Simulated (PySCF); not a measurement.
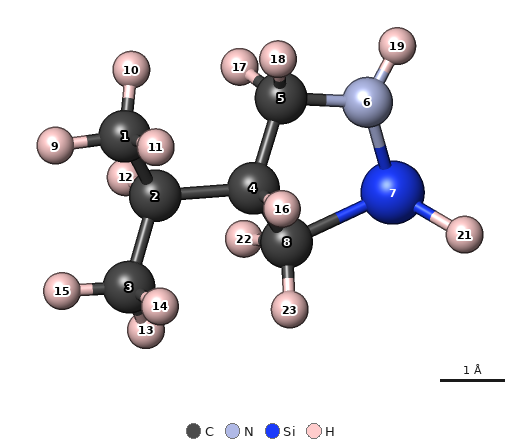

**Figure 1.** The structure as given in the input (ball-and-stick view, seen at a tilt; atoms are numbered from 1 in the order of the input). Bond lengths as drawn: C–C 1.51 to 1.57 Å, C–H 1.07 to 1.12 Å, C–N 1.44 Å, C–Si 1.90 Å, H–N 1.01 Å, H–Si 1.45 to 1.46 Å and N–Si 1.71 Å.

## C6H15NSi: geometry relaxation

- system: C6H15NSi, SMILES CC(C)[C@@H]1CN[SiH2]C1
- method: PBE0-D3(BJ)/def2-SVP geometry optimisation, gas phase (PySCF 2.14.0)

It belongs to a series of runs on one base structure; here: H on C replaced by iPr.

Output
```
step   0  E = -581.17509652  max force = 0.035786
step   1  E = -581.18314997  max force = 0.007020
step   2  E = -581.18348386  max force = 0.001473
step   3  E = -581.18353964  max force = 0.000727
step   4  E = -581.18355374  max force = 0.000743
step   5  E = -581.18356691  max force = 0.000421
optimisation converged
```

Trajectory as extended XYZ (Å, eV, eV/Å), 6 frames, from step=0 to step=5
```
23
Properties=species:S:1:pos:R:3:forces:R:3 step=0 energy=-15814.57990
C    -2.1619   -0.1588    0.9978   -0.6812   1.8402  -0.3231
C    -1.2801    0.3078   -0.1553    0.5046  -0.7369  -0.1922
C    -1.9085   -0.1251   -1.4923    1.1105   0.4182   0.8709
C     0.1798   -0.2474   -0.0041   -1.5027   0.8878  -0.1752
C     0.7744    0.0792    1.3451    0.5102   0.4599   0.4504
N     2.1875   -0.2005    1.2391    0.2446  -0.0714   0.8313
Si    2.8490   -0.0083   -0.3314   -1.2578   0.0562  -0.0831
C     1.1283    0.2631   -1.0819    0.3492  -1.3057  -0.2511
H    -3.2054    0.2020    0.8332    0.3579  -0.2484   0.0521
H    -1.8583    0.2836    1.9514    0.1613  -0.0772   0.2256
H    -2.1939   -1.2210    1.0849    0.0408  -1.2918   0.1076
H    -1.2081    1.4086   -0.1335   -0.0447   0.0752   0.0169
H    -1.3366    0.2597   -2.3331    0.2153   0.0220  -0.3956
H    -1.9432   -1.2060   -1.5369   -0.0199  -0.6803  -0.1756
H    -2.9071    0.2494   -1.5759   -1.0654   0.3726  -0.0934
H     0.1016   -1.3274   -0.0674    0.0717  -0.7405  -0.0949
H     0.6023    1.1549    1.5990   -0.2201  -0.1851  -0.0560
H     0.3365   -0.5194    2.1596   -0.1532  -0.0235  -0.0553
H     2.7021   -0.1482    2.1062    0.0873  -0.0517   0.0677
H     3.6867    1.1652   -0.5308    0.7002   0.5409  -0.1535
H     3.4986   -1.2364   -0.7610    0.6068  -0.5300  -0.4140
H     0.9408    1.2977   -1.2691   -0.0668   1.3278  -0.1381
H     0.9628   -0.2492   -2.0408    0.0512  -0.0584  -0.0215
23
Properties=species:S:1:pos:R:3:forces:R:3 step=1 energy=-15814.79904
C    -2.3030   -0.3146    0.8090    0.0401  -0.3610   0.0407
C    -1.3725    0.0983   -0.3261    0.0639   0.0849   0.0213
C    -1.9577   -0.3234   -1.6680   -0.2119  -0.0038  -0.0254
C     0.0530   -0.4425   -0.1406    0.0544  -0.1516   0.0483
C     0.6641   -0.1028    1.2308   -0.1097   0.0043  -0.0013
N     2.0930   -0.3324    1.1584   -0.0599  -0.0796  -0.0289
Si    2.7406   -0.2014   -0.4409    0.1114   0.0555  -0.1549
C     1.0386    0.0325   -1.2247   -0.0715   0.3325  -0.0241
H    -3.3264    0.0408    0.6270   -0.0717   0.0409  -0.0176
H    -1.9844    0.0861    1.7810    0.0264   0.0181   0.0387
H    -2.3507   -1.4213    0.9009    0.0185   0.2577  -0.0283
H    -1.3012    1.2051   -0.3154    0.0056  -0.0534  -0.0146
H    -1.3728    0.0523   -2.5200    0.0184  -0.0072   0.0164
H    -2.0018   -1.4247   -1.7448    0.0105   0.0558  -0.0103
H    -2.9905    0.0556   -1.7797    0.1468  -0.0480  -0.0064
H    -0.0014   -1.5500   -0.1969    0.0238   0.0848  -0.0007
H     0.4086    0.9499    1.4822    0.0331   0.0198   0.0231
H     0.2027   -0.7313    2.0116    0.0176   0.0045   0.0151
H     2.5993   -0.3389    2.0326    0.0054   0.0181  -0.0017
H     3.6808    0.9561   -0.6462   -0.0814  -0.0067  -0.0028
H     3.4975   -1.3971   -0.9502   -0.0766  -0.0230   0.1215
H     0.8743    1.1130   -1.4284    0.0789  -0.1872   0.0450
H     0.8961   -0.4916   -2.1782    0.0280  -0.0554  -0.0530
23
Properties=species:S:1:pos:R:3:forces:R:3 step=2 energy=-15814.80813
C    -2.2939   -0.3292    0.8140   -0.0224  -0.0645   0.0092
C    -1.3719    0.0971   -0.3245   -0.0087   0.0197  -0.0153
C    -1.9602   -0.3173   -1.6688   -0.0486   0.0022   0.0096
C     0.0536   -0.4395   -0.1431    0.0064  -0.0297   0.0084
C     0.6560   -0.0948    1.2296   -0.0020   0.0188  -0.0369
N     2.0833   -0.3250    1.1539    0.0197  -0.0561   0.0480
Si    2.7351   -0.2029   -0.4445    0.0626   0.0235  -0.0494
C     1.0379    0.0369   -1.2304   -0.0510   0.0757  -0.0269
H    -3.3216    0.0266    0.6413    0.0084   0.0080   0.0059
H    -1.9676    0.0652    1.7877   -0.0043   0.0042  -0.0078
H    -2.3359   -1.4299    0.8954    0.0040   0.0360  -0.0098
H    -1.3023    1.2024   -0.3092   -0.0088  -0.0049  -0.0001
H    -1.3721    0.0647   -2.5155    0.0135  -0.0051   0.0022
H    -2.0017   -1.4164   -1.7552    0.0067   0.0019  -0.0029
H    -2.9888    0.0604   -1.7819    0.0190   0.0030  -0.0005
H     0.0042   -1.5447   -0.1994    0.0187   0.0113   0.0059
H     0.4052    0.9596    1.4812   -0.0018  -0.0009   0.0003
H     0.1981   -0.7216    2.0138    0.0032  -0.0009  -0.0064
H     2.5907   -0.3262    2.0276    0.0141   0.0136   0.0002
H     3.6724    0.9510   -0.6611   -0.0266   0.0103  -0.0110
H     3.4819   -1.4163   -0.9160   -0.0282  -0.0248   0.0456
H     0.8845    1.1124   -1.4386    0.0170  -0.0304   0.0256
H     0.8995   -0.4948   -2.1828    0.0091  -0.0110   0.0060
23
Properties=species:S:1:pos:R:3:forces:R:3 step=3 energy=-15814.80965
C    -2.2969   -0.3406    0.8136   -0.0017   0.0338  -0.0032
C    -1.3745    0.0957   -0.3215    0.0023  -0.0146   0.0010
C    -1.9612   -0.3139   -1.6681    0.0280  -0.0001  -0.0002
C     0.0545   -0.4369   -0.1414   -0.0090   0.0170  -0.0033
C     0.6602   -0.0878    1.2286    0.0032   0.0193   0.0146
N     2.0880   -0.3195    1.1542   -0.0112  -0.0228  -0.0054
Si    2.7341   -0.2041   -0.4480    0.0287   0.0066  -0.0014
C     1.0354    0.0402   -1.2311   -0.0074  -0.0374  -0.0179
H    -3.3250    0.0154    0.6424    0.0119   0.0004   0.0038
H    -1.9725    0.0494    1.7896   -0.0017  -0.0016  -0.0022
H    -2.3357   -1.4396    0.8868   -0.0019  -0.0374   0.0000
H    -1.3089    1.2007   -0.3024   -0.0064   0.0071   0.0095
H    -1.3687    0.0720   -2.5102    0.0006  -0.0055  -0.0044
H    -2.0003   -1.4122   -1.7604   -0.0013  -0.0089   0.0006
H    -2.9880    0.0645   -1.7832   -0.0174   0.0130   0.0013
H     0.0106   -1.5416   -0.1965    0.0044  -0.0137   0.0070
H     0.4095    0.9672    1.4780   -0.0031  -0.0027  -0.0025
H     0.2041   -0.7127    2.0151   -0.0088   0.0004   0.0011
H     2.5990   -0.3146    2.0259   -0.0073   0.0128  -0.0028
H     3.6679    0.9484   -0.6797    0.0011   0.0059  -0.0109
H     3.4713   -1.4304   -0.8972   -0.0036  -0.0105  -0.0006
H     0.8866    1.1140   -1.4400   -0.0030   0.0286   0.0119
H     0.8964   -0.4960   -2.1811    0.0037   0.0102   0.0041
23
Properties=species:S:1:pos:R:3:forces:R:3 step=4 energy=-15814.81003
C    -2.2966   -0.3475    0.8141    0.0029   0.0192  -0.0054
C    -1.3750    0.0943   -0.3195    0.0018  -0.0140  -0.0056
C    -1.9600   -0.3130   -1.6675    0.0157   0.0025  -0.0015
C     0.0547   -0.4355   -0.1401   -0.0057   0.0164  -0.0105
C     0.6604   -0.0825    1.2286    0.0119   0.0064  -0.0031
N     2.0880   -0.3155    1.1525   -0.0031  -0.0092   0.0054
Si    2.7343   -0.2051   -0.4506   -0.0054   0.0066   0.0083
C     1.0343    0.0414   -1.2312    0.0013  -0.0382  -0.0044
H    -3.3246    0.0085    0.6446    0.0002  -0.0004   0.0016
H    -1.9727    0.0394    1.7915    0.0006  -0.0032   0.0003
H    -2.3341   -1.4473    0.8828   -0.0023  -0.0180   0.0008
H    -1.3121    1.1995   -0.2971   -0.0062   0.0032   0.0072
H    -1.3665    0.0739   -2.5084   -0.0022  -0.0030  -0.0002
H    -1.9988   -1.4114   -1.7619   -0.0044  -0.0029   0.0027
H    -2.9868    0.0664   -1.7826   -0.0088   0.0043  -0.0014
H     0.0130   -1.5406   -0.1933    0.0027  -0.0071   0.0082
H     0.4094    0.9731    1.4749    0.0021   0.0000  -0.0019
H     0.2042   -0.7052    2.0169   -0.0009   0.0007   0.0001
H     2.5996   -0.3061    2.0238    0.0000   0.0102   0.0024
H     3.6678    0.9462   -0.6905    0.0057  -0.0027  -0.0030
H     3.4667   -1.4366   -0.8940    0.0002  -0.0001  -0.0050
H     0.8867    1.1161   -1.4385   -0.0025   0.0174   0.0085
H     0.8944   -0.4947   -2.1810   -0.0033   0.0120  -0.0036
23
Properties=species:S:1:pos:R:3:forces:R:3 step=5 energy=-15814.81039
C    -2.2961   -0.3577    0.8148    0.0017  -0.0062  -0.0022
C    -1.3761    0.0914   -0.3171    0.0009  -0.0049  -0.0063
C    -1.9602   -0.3131   -1.6663   -0.0001   0.0021  -0.0001
C     0.0552   -0.4338   -0.1388    0.0006   0.0052  -0.0088
C     0.6626   -0.0744    1.2275    0.0004  -0.0058  -0.0014
N     2.0899   -0.3091    1.1512    0.0059   0.0002  -0.0047
Si    2.7340   -0.2058   -0.4539   -0.0216   0.0046   0.0094
C     1.0325    0.0428   -1.2318    0.0100  -0.0185   0.0056
H    -3.3245   -0.0020    0.6481   -0.0051  -0.0014  -0.0001
H    -1.9722    0.0244    1.7940    0.0022  -0.0036   0.0017
H    -2.3319   -1.4587    0.8774   -0.0016   0.0091   0.0008
H    -1.3174    1.1970   -0.2901   -0.0039  -0.0016   0.0021
H    -1.3666    0.0748   -2.5068   -0.0012   0.0001   0.0019
H    -1.9994   -1.4114   -1.7626   -0.0048   0.0023   0.0028
H    -2.9872    0.0673   -1.7808    0.0046  -0.0040  -0.0010
H     0.0165   -1.5395   -0.1882    0.0025   0.0023   0.0071
H     0.4123    0.9824    1.4687    0.0024   0.0028  -0.0014
H     0.2067   -0.6930    2.0192    0.0015   0.0021  -0.0002
H     2.6023   -0.2923    2.0219    0.0017   0.0078   0.0006
H     3.6686    0.9428   -0.7026    0.0077  -0.0073   0.0033
H     3.4609   -1.4421   -0.8931    0.0024   0.0059  -0.0061
H     0.8859    1.1189   -1.4351    0.0009  -0.0020   0.0044
H     0.8905   -0.4911   -2.1823   -0.0070   0.0107  -0.0074
```

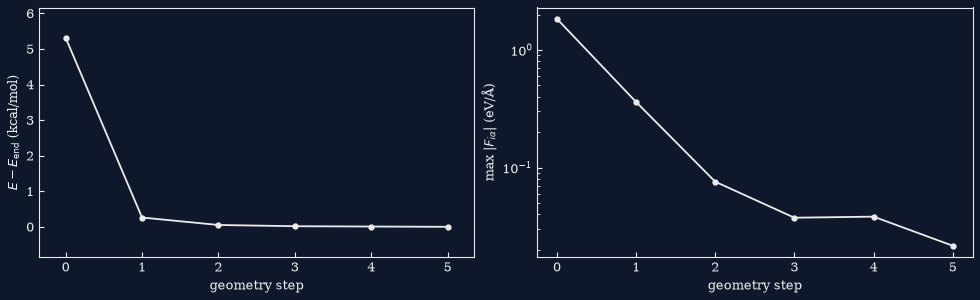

**Figure 2.** Progress of the relaxation, step by step (steps are counted from 0).

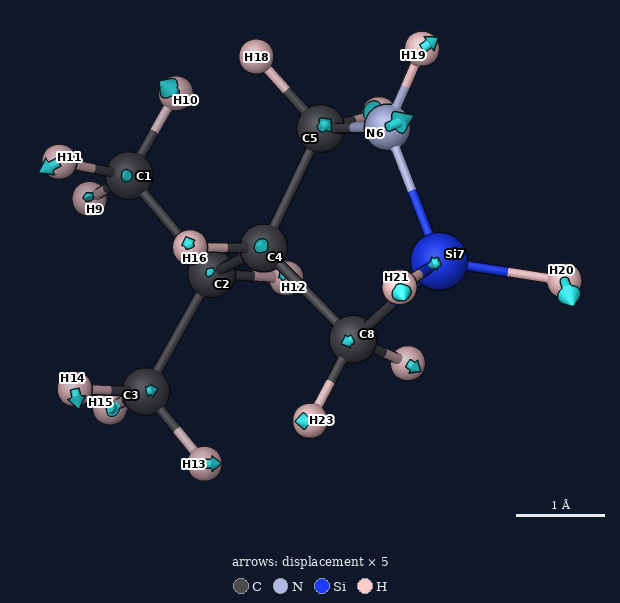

**Figure 3.** The starting structure with the displacements as teal arrows, magnified 5 times (ball-and-stick view, seen at a tilt). The two geometries are laid on each other by the best rigid fit. Over 5 geometry steps the energy falls by 5.32 kcal/mol. Largest force component: 1.8 eV/Å at the start, 0.022 eV/Å at the end. The atom that moves furthest after the best rigid fit is H20 (0.11 Å). By element the largest moves are H 0.11 Å, N 0.08 Å, C 0.04 Å, Si 0.03 Å. Among the contacts that change: Si7–H20 1.456 → 1.502 Å, Si7–H21 1.454 → 1.500 Å, C1–H11 1.066 → 1.103 Å, C2–C4 1.569 → 1.535 Å. Among the angles that change: H20–Si7–H21 112.5° → 106.3°, N6–Si7–H21 110.4° → 113.7°, C4–C5–H18 112.7° → 110.1°. (Atoms are counted from 1 in the order of the input.)

This output came from the following input.

Input file
```
{"job": {"xc": "PBE0", "basis": "def2-SVP", "d3": "d3bj", "grid": 1, "shake": 0.01, "kind": "geom"}, "charge": 0, "multiplicity": 1}
C     -2.161930    -0.158760     0.997820
C     -1.280060     0.307790    -0.155340
C     -1.908490    -0.125060    -1.492300
C      0.179790    -0.247430    -0.004130
C      0.774430     0.079220     1.345140
N      2.187520    -0.200530     1.239060
Si     2.849040    -0.008320    -0.331390
C      1.128310     0.263060    -1.081860
H     -3.205410     0.201980     0.833170
H     -1.858270     0.283580     1.951410
H     -2.193860    -1.220960     1.084860
H     -1.208050     1.408570    -0.133470
H     -1.336610     0.259720    -2.333150
H     -1.943210    -1.205950    -1.536900
H     -2.907080     0.249360    -1.575910
H      0.101550    -1.327430    -0.067380
H      0.602330     1.154880     1.599030
H      0.336540    -0.519430     2.159620
H      2.702140    -0.148160     2.106230
H      3.686720     1.165240    -0.530750
H      3.498600    -1.236380    -0.760970
H      0.940840     1.297740    -1.269110
H      0.962810    -0.249190    -2.040850
```

The first line tells a small driver script what to run in PySCF; the rest is the geometry in Å.

Command:
```bash
OMP_NUM_THREADS=1 python <driver script> task.json out
```

Summary

- outcome: converged
- total energy: −581.183567 hartree
- dipole moment: 0.98 D
- point group: C1
- hardware: 1 CPU thread, shared host
- wall time: 4.1 min
- peak memory: 0.81 GiB
